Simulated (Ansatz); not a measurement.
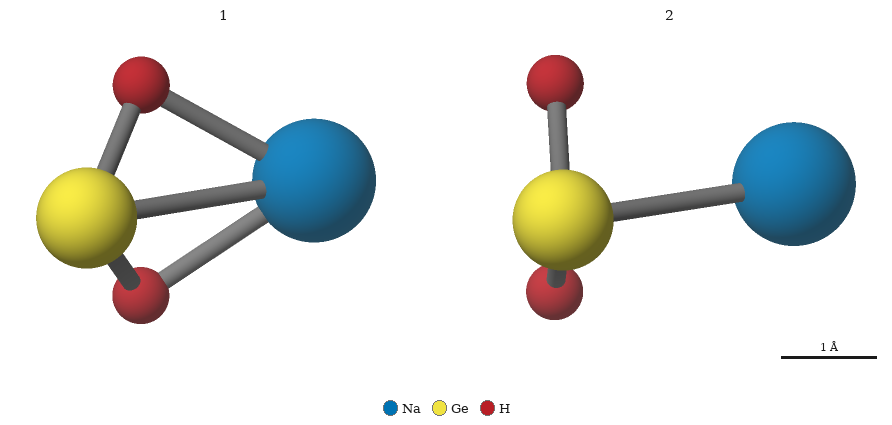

Two geometries of NaGeH2 (multiplicity 2), drawn at one scale. One is the start of a relaxation, the other its converged end. The picture is a ball-and-stick view, seen at a tilt.

Level of theory: UKS PBE0-D4/def2-TZVP in Ansatz 0.2.0. Settings: force threshold 0.005 eV/Å; at most 200 steps.

> Which one is relaxed?

Structure 1 is the relaxed one. The atom that moves furthest after the best rigid fit is the Na atom (0.38 Å). By element the largest moves are Na 0.38 Å, H 0.35 Å, Ge 0.33 Å. Near-neighbour distances that change, for instance: H–Na 2.768 → 2.189 Å, Ge–H 1.674 → 1.656 Å. Bond angles that change, for instance: Na–Ge–H 71.9° → 51.9°, H–Ge–H 86.1° → 88.4°. The energy falls by 0.219 eV in 5 accepted moves (6 points after the start). Largest force component: 0.61 eV/Å at the start, 0.0012 eV/Å at the end. The line search rejected the trial step at point 3 of the run. Cost: 20 s on 2 threads of Intel Xeon Platinum 8259CL @ 2.50GHz, on a shared host.
